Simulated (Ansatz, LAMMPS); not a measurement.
# Relaxing amorphous poly(p-phenylene) (as short chains C38H30), from a frame at 300 K (204 atoms)

Aim: bring amorphous poly(p-phenylene) (as short chains C38H30), from a frame at 300 K (204 atoms) to a nearby minimum of the energy and see what moves.

Main program and level: Ansatz 0.2.0; Kohn-Sham DFT, PBE+D3(BJ), PAW (set soft_2), plane waves.

## Step 1: The structure

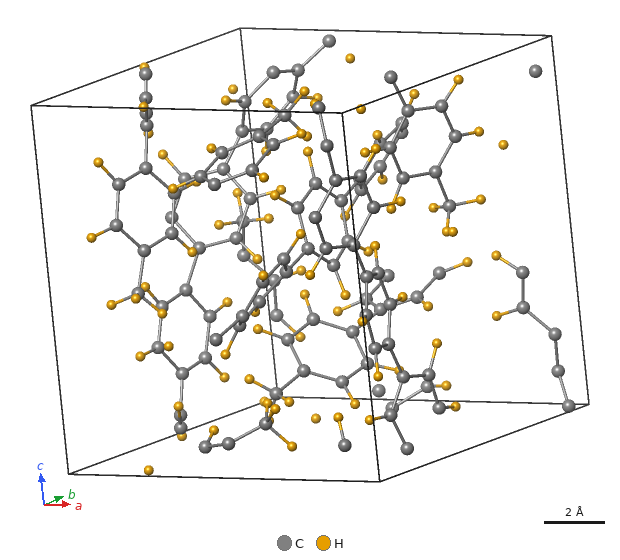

The cell as given, from a free direction (carbon grey, hydrogen orange). Bonds to atoms that aren't drawn are left out. Some periodic images of atoms are drawn too.

The cell holds 204 atoms: 114 C and 90 H. Its edges and angles: a = 12.642 Å, b = 12.642 Å, c = 12.642 Å, α = 90.0°, β = 90.0°, γ = 90.0°. 3 poly(p-phenylene) chains of 6 units with methyl end groups placed at random, at 1.2 g/cm³; overlaps pushed apart, then 20 ps at 800 K with MMFF94 bonds, angles, torsions, charges and radii (Halgren, J. Comput. Chem. 17, 490 (1996)) in harmonic and 12-6 forms. Snapshot after 30 ps at 300 K and fixed volume.

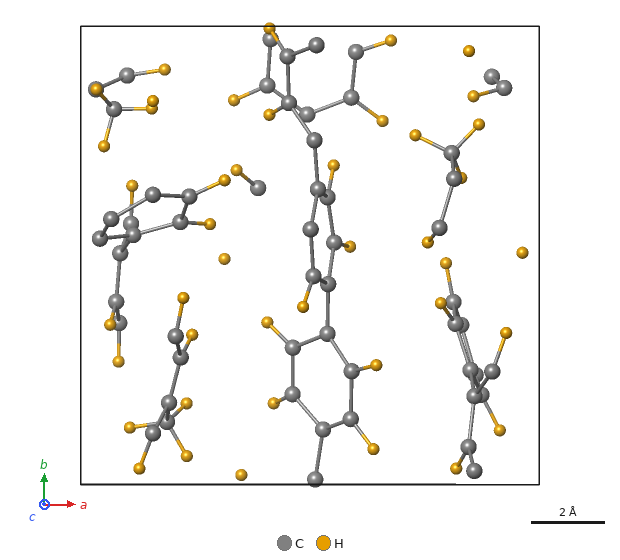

A slice 6 Å thick through the middle of the cell. Bonds to atoms that aren't drawn are left out.

Before any run, some limits are plain. The network of contacts between molecules at the start is that of the classical potential that made the cell. The density was typed from a rule of thumb and may lie off the real one at this temperature. Only the Γ point is sampled, in a cell whose shortest periodic width is 13 Å.

## Step 2: Single point at the start

A single point comes first, to see the forces before anything moves.

Contents of input.yaml:

```yaml
crystal:
  lattice:
    - [12.64167, 0.0, 0.0]
    - [0.0, 12.64167, 0.0]
    - [0.0, 0.0, 12.64167]
  atoms:
    - { symbol: C, position: [0.54645, 0.38292, 0.90408] }
    - { symbol: C, position: [0.5385, 0.26673, 0.87139] }
    - { symbol: C, position: [0.62484, 0.20412, 0.86427] }
    - { symbol: C, position: [0.61594, 0.10813, 0.81415] }
    [... 194 atom lines left out ...]
    - { symbol: H, position: [0.38971, 0.13294, 0.0995] }
    - { symbol: H, position: [0.62539, 0.88728, 0.06696] }
    - { symbol: H, position: [0.49949, 0.77834, 0.97461] }
    - { symbol: H, position: [0.55097, 0.16181, 0.16954] }
    - { symbol: H, position: [0.65098, 0.05228, 0.17925] }
    - { symbol: H, position: [0.63823, 0.13006, 0.06114] }
kpoints:
  mp_grid: { grid: [1, 1, 1] }
hamiltonian:
  xc: pbe
  dispersion: d3bj
scf:
  occupations: { method: fixed }
output:
  forces: true
  stress: true
  populations: intrinsic
  dos:
    method: { smearing: { sigma: 0.15 } }
    de: 0.1
    projected: { site_lists: { C: [C], H: [H] } }
  eigenvalues: true
```

Command:

```
ansatz run input.yaml --threads 4 --pin off --max-ram 8192MiB --backend cpu --events-out ev --progress --plain --runs-dir out
```

Run time: 35 s. Hardware: 4 threads of Intel Xeon Platinum 8488C (Sapphire Rapids), shared host; peak memory 2.8 GiB.

Read from the output:

```
free energy                                      : -30044.9193 eV
free energy per atom                             : -147.2790 eV/atom
SCF cycles                                       : 9
pressure                                         : 4.248 GPa
r.m.s. force component                           : 1.012 eV/Å
longest force                                    : 5.504 eV/Å
Fermi energy                                     : 0.9114 eV
gap (highest filled to lowest empty level) : 2.562 eV
```

The r.m.s. force component of 1.0 eV/Å and the pressure of 4.2 GPa set the starting point.

Neighbours are counted within 1.85 Å (C-C), 1.34 Å (C-H).

Length of the force by element and coordination:

| element | coordination | atoms | mean length of the force (eV/Å) | spread | least | most |
| --- | --- | --- | --- | --- | --- | --- |
| C | all | 114 | 1.87 | 0.960 | 0.257 | 5.50 |
| C | 3 | 108 | 1.84 | 0.938 | 0.257 | 5.50 |
| C | 4 | 6 | 2.40 | 1.18 | 0.687 | 4.34 |
| H | all | 90 | 0.988 | 0.619 | 0.183 | 3.12 |

## Step 3: Relaxation

With the cell held, the atoms are moved downhill towards a nearby minimum.

input.yaml, the sections that differ from step 2:

```yaml
output:
  forces: true
relax:
  f_tol: 0.05
  max_steps: 200
# crystal, kpoints, hamiltonian, scf: as in step 2
```

It took 2.6 min on 4 threads; peak memory 2.5 GiB.

Relaxation path:

| step | energy less that of the first step (eV) | largest force component (eV/Å) |
| --- | --- | --- |
| 1 | 0.0000 | 5.2929 |
| 2 | -6.7825 | 1.9336 |
| 3 | -8.1205 | 0.5323 |
| 4 | -8.3724 | 0.2373 |
| 5 | -8.4961 | 0.0574 |
| 6 | -8.5500 | 0.1211 |
| 7 | -8.5713 | 0.1562 |
| 8 | -8.5846 | 0.1130 |
| 9 | -8.5967 | 0.0667 |
| 10 | -8.6013 | 0.0522 |
| 11 | -8.6068 | 0.0309 |

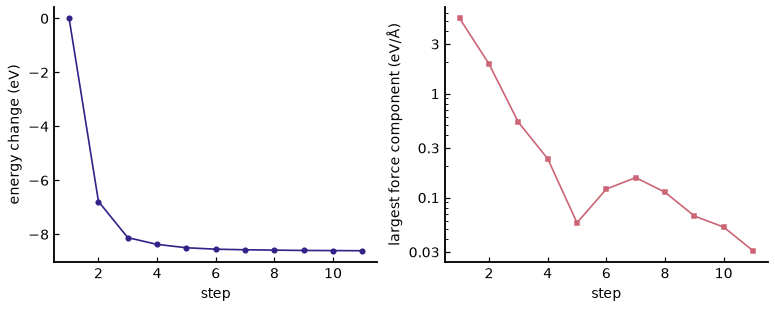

Energy and largest force along the relaxation.

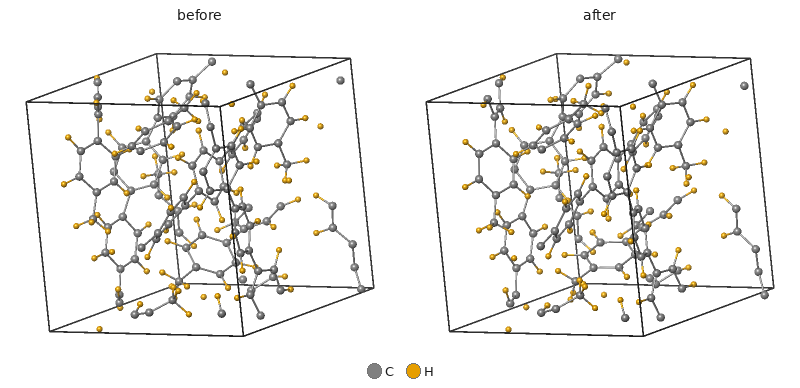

Before and after, at one scale. Bonds to atoms that aren't drawn are left out.

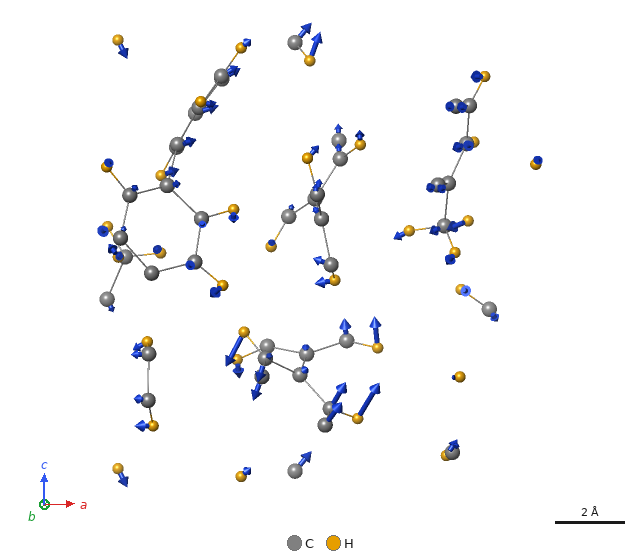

Displacements in the relaxation, exaggerated; the longest in the cell stands for 1.06 Å. Drawn is a slice 4 Å thick, seen along the normal of the ac plane. Bonds to atoms that aren't drawn are left out.

The atoms that moved most (Å):

| atom | dx | dy | dz | length |
| --- | --- | --- | --- | --- |
| H62 | 0.423 | -0.541 | 0.810 | 1.062 |
| H63 | 0.388 | -0.569 | 0.737 | 1.008 |
| H64 | -0.411 | 0.187 | -0.800 | 0.918 |
| H111 | 0.424 | -0.759 | -0.158 | 0.883 |
| H65 | -0.374 | 0.030 | -0.713 | 0.806 |
| H51 | -0.772 | -0.151 | 0.090 | 0.792 |
| H110 | 0.208 | -0.716 | -0.214 | 0.776 |
| H182 | -0.602 | -0.367 | -0.052 | 0.707 |

The relaxation changed the energy by -42.2 meV/atom, and atoms moved by 0.37 Å r.m.s., 1.1 Å at most.

## Step 4: Local order after relaxation

Bonds before and after, by the cutoffs listed below:

| pair | bonds before | bonds after | mean before (Å) | mean after (Å) | spread before (Å) | spread after (Å) |
| --- | --- | --- | --- | --- | --- | --- |
| C-C | 129 | 129 | 1.402 | 1.413 | 0.040 | 0.032 |
| C-H | 90 | 90 | 1.084 | 1.091 | 0.030 | 0.003 |

Density 1.2 g/cm³, 9.903 Å³ an atom.

Pair distribution functions g(r), in bins of 0.2 Å:

| r (Å) | total | C-C | C-H | H-H |
| --- | --- | --- | --- | --- |
| 1.00 | 2.91 | 0.00 | 5.90 | 0.00 |
| 1.20 | 0.09 | 0.00 | 0.19 | 0.00 |
| 1.40 | 2.40 | 7.67 | 0.00 | 0.00 |
| 1.60 | 0.08 | 0.27 | 0.00 | 0.00 |
| 1.80 | 0.22 | 0.00 | 0.00 | 1.14 |
| 2.00 | 0.06 | 0.00 | 0.00 | 0.29 |
| 2.20 | 1.55 | 0.00 | 2.73 | 1.02 |
| 2.40 | 1.33 | 2.67 | 0.03 | 2.46 |
| 2.60 | 0.77 | 1.02 | 0.55 | 0.91 |
| 2.80 | 1.14 | 0.86 | 1.47 | 0.78 |
| 3.00 | 0.64 | 0.35 | 0.81 | 0.69 |
| 3.20 | 0.58 | 0.10 | 0.77 | 0.87 |
| 3.40 | 1.18 | 0.28 | 1.84 | 0.95 |
| 3.60 | 0.73 | 0.73 | 0.69 | 0.84 |
| 3.80 | 1.33 | 1.78 | 1.18 | 1.03 |
| 4.00 | 1.03 | 0.72 | 1.26 | 0.96 |
| 4.20 | 0.98 | 0.92 | 1.02 | 1.04 |
| 4.40 | 1.17 | 1.37 | 0.95 | 1.41 |
| 4.60 | 1.02 | 0.87 | 1.08 | 1.08 |
| 4.80 | 1.00 | 1.08 | 1.00 | 0.90 |
| 5.00 | 1.19 | 1.04 | 1.32 | 1.06 |
| 5.20 | 0.97 | 1.15 | 0.89 | 0.92 |
| 5.40 | 0.90 | 0.99 | 0.88 | 0.81 |
| 5.60 | 0.88 | 0.88 | 0.92 | 0.81 |
| 5.80 | 1.02 | 1.00 | 1.01 | 1.09 |
| 6.00 | 0.97 | 1.02 | 0.95 | 0.96 |
| 6.20 | 0.94 | 0.97 | 0.90 | 1.01 |

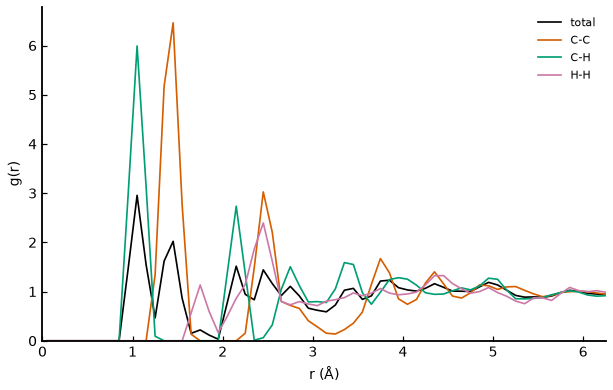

Pair distribution functions, lightly smoothed.

Bonds by pair of elements; cutoffs follow the first minimum of g(r), held within bounds set by covalent radii, and pairs that aren't listed don't count as bonded:

| pair A-B | cutoff (Å) | bonds | mean length (Å) | spread (Å) | shortest (Å) | B about A | A about B |
| --- | --- | --- | --- | --- | --- | --- | --- |
| C-C | 1.85 | 129 | 1.41 | 0.032 | 1.38 | 2.26 | 2.26 |
| C-H | 1.34 | 90 | 1.09 | 0.003 | 1.09 | 0.789 | 1 |

How many atoms have how many bonded neighbours:

| element | mean | 1 | 3 | 4 |
| --- | --- | --- | --- | --- |
| C | 3.05 | 0 | 108 | 6 |
| H | 1 | 90 | 0 | 0 |

Bond angles (no mean is given where the spread exceeds 20°):

| angle | count | mean (°) | spread (°) |
| --- | --- | --- | --- |
| C-C-C | 180 | 120 | 1.8 |
| C-C-H | 162 | 118 | 2.6 |
| H-C-H | 18 | 108 | 0.7 |

Bond length by coordination (bonds to H left out):

| element | coordination | atoms | mean bond length (Å) |
| --- | --- | --- | --- |
| C | 3 | 108 | 1.41 |
| C | 4 | 6 | 1.50 |

Rings of the network by King's shortest-path rule, up to 12 atoms, one path for each pair of neighbours; H, halogens, alkali and alkaline-earth atoms are left out, and the last column divides by all other atoms, bonded or not:

| ring size (atoms) | rings | per network atom |
| --- | --- | --- |
| 6 | 18 | 0.158 |

Counting bonds as in the table, 95 % of C atoms have 3 and all H atoms have 1 bonded neighbour. The C-C-C angle averages 120° with a spread of 1.8°. All rings counted have 6 atoms.

## Step 5: Single point at the relaxed geometry

One more single point at the end of the walk gives the fuller output and checks the residual forces.

Contents of input.yaml:

```yaml
crystal:
  lattice:
    - [12.64167, 0.0, 0.0]
    - [0.0, 12.64167, 0.0]
    - [0.0, 0.0, 12.64167]
  atoms:
    - { symbol: C, position: [0.54096, 0.38886, 0.92048] }
    - { symbol: C, position: [0.53313, 0.2786, 0.87687] }
    - { symbol: C, position: [0.6222, 0.21283, 0.87314] }
    - { symbol: C, position: [0.6169, 0.11151, 0.83101] }
    [... 194 atom lines left out ...]
    - { symbol: H, position: [0.4169, 0.1464, 0.09213] }
    - { symbol: H, position: [0.64415, 0.89376, 0.1042] }
    - { symbol: H, position: [0.5153, 0.7735, 0.02005] }
    - { symbol: H, position: [0.58486, 0.16388, 0.20012] }
    - { symbol: H, position: [0.6804, 0.06184, 0.19638] }
    - { symbol: H, position: [0.66256, 0.14633, 0.08518] }
kpoints:
  mp_grid: { grid: [1, 1, 1] }
hamiltonian:
  xc: pbe
  dispersion: d3bj
scf:
  occupations: { method: fixed }
output:
  forces: true
  stress: true
  populations: true
  dos:
    method: { smearing: { sigma: 0.15 } }
    de: 0.1
    projected: { site_lists: { C: [C], H: [H] } }
  eigenvalues: true
  write_density: true
  write_potential: true
  volumetric_format: npy
```

Run time: 34 s. Hardware: 4 threads; peak memory 2.8 GiB.

Read from the output:

```
free energy                                      : -30053.5260 eV
free energy per atom                             : -147.3212 eV/atom
SCF cycles                                       : 9
pressure                                         : 0.2146 GPa
r.m.s. force component                           : 0.00794 eV/Å
longest force                                    : 0.03493 eV/Å
Fermi energy                                     : 1.043 eV
gap (highest filled to lowest empty level) : 2.444 eV
spilling of the projection                       : 0.01129
```

Löwdin charges by element and coordination (they lack the spilled electrons, 0.030 e an atom on average):

| element | coordination | atoms | mean charge (e) | spread | least | most |
| --- | --- | --- | --- | --- | --- | --- |
| C | all | 114 | -0.093 | 0.115 | -0.456 | 0.0691 |
| C | 3 | 108 | -0.073 | 0.0804 | -0.144 | 0.0691 |
| C | 4 | 6 | -0.452 | 0.0035 | -0.456 | -0.445 |
| H | all | 90 | 0.186 | 0.0081 | 0.160 | 0.206 |

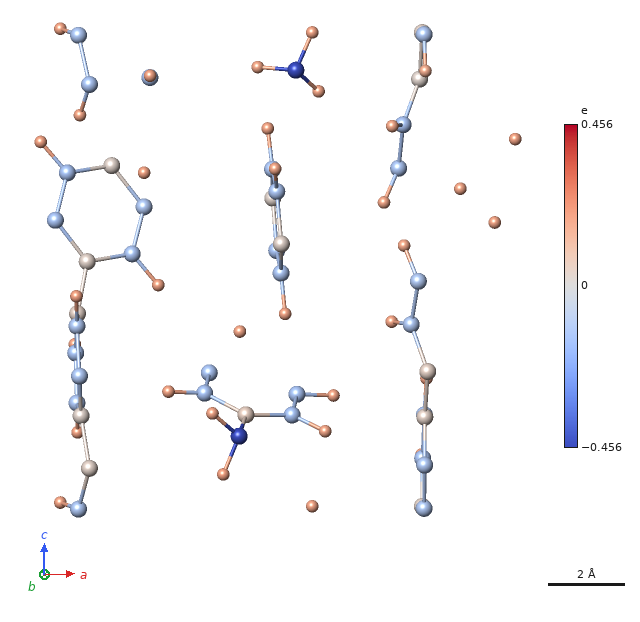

Atoms coloured by Löwdin charge. Drawn is a slice 4 Å thick, seen along the normal of the ac plane. Bonds to atoms that aren't drawn are left out.

States in the cell by windows of 1 eV, zero at the Fermi level; the larger projections on atomic orbitals stand beside the total:

| from (eV) | to (eV) | total | C p | H s | C s |
| --- | --- | --- | --- | --- | --- |
| -14 | -13 | 46.7 | 12.8 | 5.2 | 28.0 |
| -13 | -12 | 8.8 | 3.2 | 0.9 | 4.6 |
| -12 | -11 | 10.7 | 3.8 | 1.5 | 5.2 |
| -11 | -10 | 25.7 | 14.0 | 3.1 | 8.2 |
| -10 | -9 | 37.9 | 20.7 | 5.4 | 11.2 |
| -9 | -8 | 17.1 | 11.5 | 3.0 | 2.2 |
| -8 | -7 | 16.7 | 12.1 | 2.8 | 1.5 |
| -7 | -6 | 43.3 | 31.9 | 6.8 | 4.0 |
| -6 | -5 | 76.1 | 55.1 | 16.2 | 3.8 |
| -5 | -4 | 53.2 | 42.8 | 9.2 | 0.7 |
| -4 | -3 | 60.1 | 49.8 | 9.4 | 0.5 |
| -3 | -2 | 30.8 | 25.1 | 5.4 | 0.2 |
| -2 | -1 | 43.4 | 42.7 | 0.4 | 0.2 |
| -1 | 0 | 20.3 | 19.8 | 0.3 | 0.1 |
| 0 | 1 | 1.4 | 1.3 | 0.0 | 0.0 |
| 1 | 2 | 0.0 | 0.0 | 0.0 | 0.0 |
| 2 | 3 | 7.9 | 7.5 | 0.1 | 0.0 |
| 3 | 4 | 38.5 | 35.1 | 0.7 | 0.4 |
| 4 | 5 | 24.6 | 19.1 | 2.1 | 0.8 |

With fixed occupations the program's Fermi level is the highest filled level; weight inside the gap is the broadening of levels at its edges.

Between -18 and -14 eV lie 54 more states.

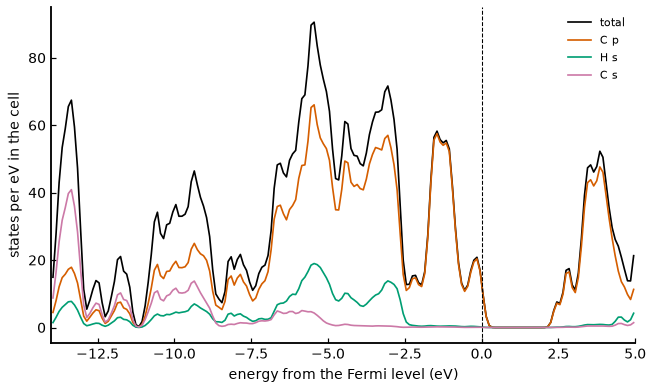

Total and projected density of states, with the broadening of the input.

The levels nearest the highest filled one (over half full), pooled over k-points and spins:

| level less the highest filled one (eV) | occupation |
| --- | --- |
| -0.589 | 2 |
| -0.381 | 2 |
| -0.302 | 2 |
| -0.162 | 2 |
| -0.13 | 2 |
| 0 | 2 |
| 2.44 | 0 |
| 2.73 | 0 |
| 2.79 | 0 |
| 2.90 | 0 |
| 3.12 | 0 |
| 3.26 | 0 |

Mean Löwdin charges: C -0.09, H +0.19 e (they miss 1.1 % of the electrons, so they add up to more than the cell's charge). The largest share in the top eV of filled states is C p (98 % of the projected weight), and in the lowest eV of empty states C p (97 % of the projected weight).

1 further run on a deliberately doubtful input is not shown.

## Step 6: What came out

| Property | Result |
| --- | --- |
| energy change in the relaxation | -42.19 meV/atom |
| r.m.s. displacement | 0.371 Å |
| largest displacement | 1.062 Å |
| free energy per atom | -147.3212 eV/atom |
| pressure | 0.2146 GPa |
| r.m.s. force component | 0.00794 eV/Å |
| gap (highest filled to lowest empty level) | 2.444 eV |
| wall time of the 3 DFT runs | 3.8 min |

**Reading.** Relaxation lowers the energy by 42.2 meV/atom and moves atoms by 0.37 Å r.m.s.; the r.m.s. force component goes from 1.0 to 0.0079 eV/Å, the pressure goes from 4.2 to 0.21 GPa, and the gap from 2.56 to 2.44 eV. By the final cutoffs no bond was broken or made. First to last step the energy falls by 8.607 eV; the largest move, 1.06 Å, is that of H62. The C-C bonds change most in mean length: from 1.402 Å (spread 0.040) to 1.413 Å (spread 0.032). Counting bonds as in the table, 95 % of C atoms have 3 and all H atoms have 1 bonded neighbour. Between filled and empty levels lie 2.44 eV (at Γ alone); a semilocal functional tends to put such gaps too low. It is the spacing of short capped chains, not of the long polymer. In a disordered cell it changes from sample to sample, and tail or defect levels can set it.

**Limits.** The network of contacts between molecules at the start is that of the classical potential that made the cell; DFT moved the atoms only locally, and no bond changed.

[Logs are printed without paths, hosts, clocks, repeated set-up lines and the standing remarks that a program may print on its own settings, such as how far it seeks lower states.]

[Hosts, paths, dates, database ids (printed as entryN), source tags and the programs' standing remarks are cut or masked in the printed files.]

[The MMFF94 radii named for the starting cell were scaled by 0.96; in molecules described by MMFF94, hydrogen bound to N, O or S took a small fixed 12-6 site in their place.]
